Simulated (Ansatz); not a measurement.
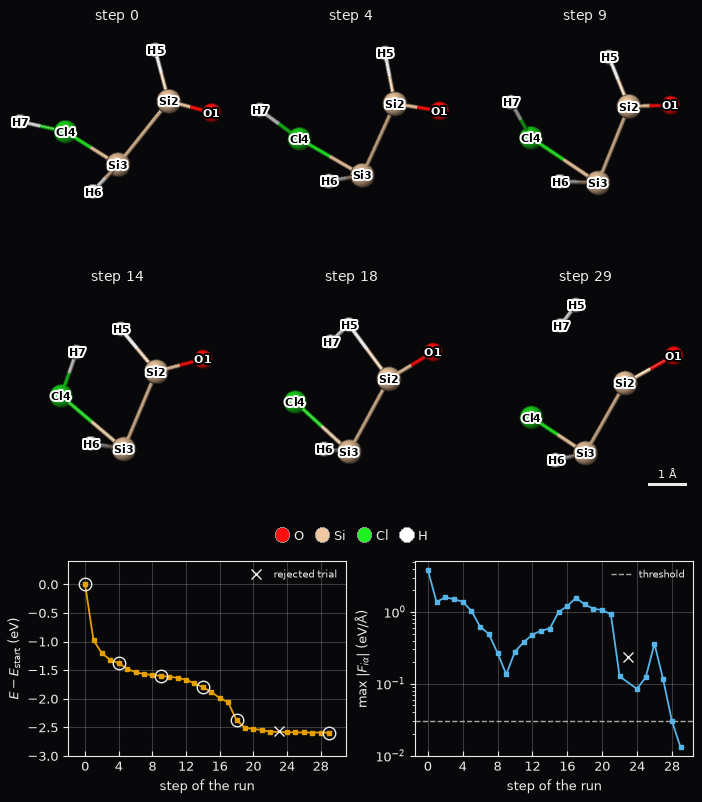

Frames of a relaxation of Si₂H₃OCl, marked on the history of the run. The picture is a ball-and-stick view, seen at a tilt.

It is one of the separated reactants of a reaction.

Level of theory: RKS PBE-D4/def2-SVP in Ansatz.

Input
```yaml
crystal:
  periodic: [false, false, false]
  atoms:
    - {symbol: O, position_ang: [-1.833683, 1.124933, -1.421906]}
    - {symbol: Si, position_ang: [-0.545523, 1.109734, -0.613724]}
    - {symbol: Si, position_ang: [0.258887, -0.869461, 0.375531]}
    - {symbol: Cl, position_ang: [2.007528, -0.409454, 1.356982]}
    - {symbol: H, position_ang: [0.299794, 2.319840, -0.383482]}
    - {symbol: H, position_ang: [0.538401, -1.885301, -0.666510]}
    - {symbol: H, position_ang: [3.296093, -0.529905, 1.663562]}
basis:
  gaussian: {orbitals: def2-SVP}
hamiltonian: {xc: pbe, dispersion: d4}
relax: {f_tol: 0.03, max_steps: 250}
```

Run as
```bash
ansatz run in.yaml --threads 2 --pin off --events-out ev --progress --plain --max-ram 4352MiB
```

What happens along the run?

H7 moves most after the best rigid fit: 2.70 Å. Largest moves by element: H 2.70 Å, Si 0.75 Å, O 0.69 Å, Cl 0.67 Å. Near-neighbour distances that change, for instance: H5–H7 4.614 → 0.775 Å, Cl4–H7 1.330 → 2.690 Å, Si2–H5 1.494 → 2.776 Å, Si3–Cl4 2.057 → 2.129 Å. New bonds form: H5–H7 (4.61 → 0.77 Å). Bonds break: Cl4–H7 (1.33 → 2.69 Å), Si2–H5 (1.49 → 2.78 Å). Bond angles that change, for instance: O1–Si2–Si3 121.4° → 148.0°, Si2–Si3–H6 110.2° → 87.7°, Cl4–Si3–H6 109.2° → 100.2°. Groups turn about Si2–Si3 by about 60°. Over 28 accepted moves (29 points after the start) the energy falls by 2.590 eV. Largest force component: 3.9 eV/Å at the start, 0.013 eV/Å at the end. The line search rejected the trial step at point 23 of the run. From step 0 to 4: H7 moves most (0.61 Å), energy −1.378 eV. From step 4 to 9: H7 moves most (0.57 Å), energy −0.221 eV. From step 9 to 14: H7 moves most (0.95 Å), energy −0.196 eV. From step 14 to 18: H7 moves most (0.65 Å), energy −0.576 eV. From step 18 to 29: H5 moves most (0.59 Å), energy −0.218 eV.

| step | E − E(0), eV | largest force component, eV/Å | note |
| --- | --- | --- | --- |
| 0 | 0.0000 | 3.8666 |  |
| 1 | -0.9774 | 1.3723 |  |
| 2 | -1.2009 | 1.5964 |  |
| 3 | -1.3199 | 1.4978 |  |
| 4 | -1.3779 | 1.3861 |  |
| 5 | -1.4735 | 1.0331 |  |
| 6 | -1.5347 | 0.6249 |  |
| 7 | -1.5658 | 0.4920 |  |
| 8 | -1.5831 | 0.2686 |  |
| 9 | -1.5993 | 0.1351 |  |
| 10 | -1.6121 | 0.2810 |  |
| 11 | -1.6314 | 0.3781 |  |
| 12 | -1.6661 | 0.4843 |  |
| 13 | -1.7277 | 0.5463 |  |
| 14 | -1.7957 | 0.5873 |  |
| 15 | -1.8813 | 0.9976 |  |
| 16 | -1.9842 | 1.2018 |  |
| 17 | -2.0598 | 1.5711 |  |
| 18 | -2.3718 | 1.2678 |  |
| 19 | -2.5020 | 1.1044 |  |
| 20 | -2.5266 | 1.0620 |  |
| 21 | -2.5431 | 0.9248 |  |
| 22 | -2.5741 | 0.1270 |  |
| 23 | -2.5693 | 0.2391 | rejected |
| 24 | -2.5818 | 0.0850 |  |
| 25 | -2.5863 | 0.1236 |  |
| 26 | -2.5866 | 0.3596 |  |
| 27 | -2.5896 | 0.1151 |  |
| 28 | -2.5900 | 0.0305 |  |
| 29 | -2.5901 | 0.0130 |  |
